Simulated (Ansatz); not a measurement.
## A ladder of methods for BH2SO (SMILES O[B]S)

The species is BH2SO (5 atoms), meant as a doublet with charge 0. As SMILES, `O[B]S`. The coordinates come from a PBE0-D4/def2-TZVP relaxation. This is a higher conformer, about 7 kJ/mol above the lowest found by a separate search.

```xyz
5

O    -1.2947   -0.0547   -0.4356
B    -0.4543    0.8256    0.1097
S     1.2538    0.6942    0.6111
H    -0.9471   -0.9400   -0.6047
H     1.4921   -0.5986    0.2782
```

Each level gives the energy change with the B2–S3 bond stretched from 1.785 to 3.570 Å (eV). The values are calculated.

| level | kind | program | value (eV) | less FCI/STO-3G |
| --- | --- | --- | --- | --- |
| UHF/STO-3G | Hartree–Fock | Ansatz | 3.27 | +0.07 |
| U-revPBE/STO-3G | GGA | Ansatz | 4.00 | +0.80 |
| UBLYP/STO-3G | GGA | Ansatz | 3.83 | +0.63 |
| UB3LYP/STO-3G | global hybrid | Ansatz | 3.86 | +0.66 |
| U-wB97X/STO-3G | range-separated hybrid | Ansatz | 3.85 | +0.65 |
| UB2PLYP/STO-3G | double hybrid | Ansatz | 3.65 | +0.45 |
| UCCSD/STO-3G | coupled cluster or CI | Ansatz | 3.22 | +0.02 |
| UCCSDT/STO-3G | coupled cluster or CI | Ansatz | 3.21 | +0.01 |
| FCI/STO-3G | exact in the basis | Ansatz | 3.20 | 0.00 |

FCI/STO-3G is exact within its basis and frozen core, so for wave-function methods in that basis the difference is their error; functionals converge differently with the basis, so for them it is only a difference. The first shape isn't each level's own minimum. The values span 3.20 to 4.00 eV. Spin contamination of the reference (⟨S²⟩ at least 0.1 too high) touches UHF/STO-3G, UCCSD/STO-3G, UCCSDT/STO-3G. All rows use very small basis sets, so even the best lies far from the true value.

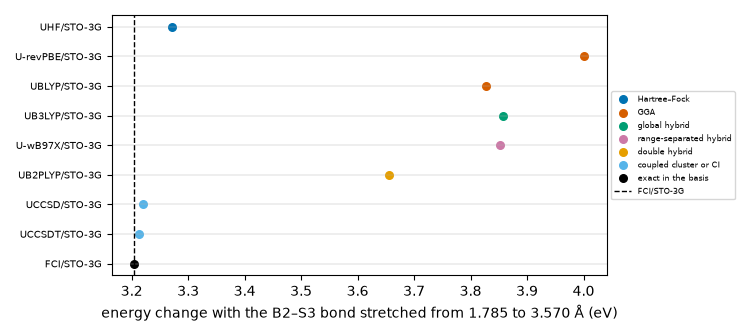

The values of the table, level by level.
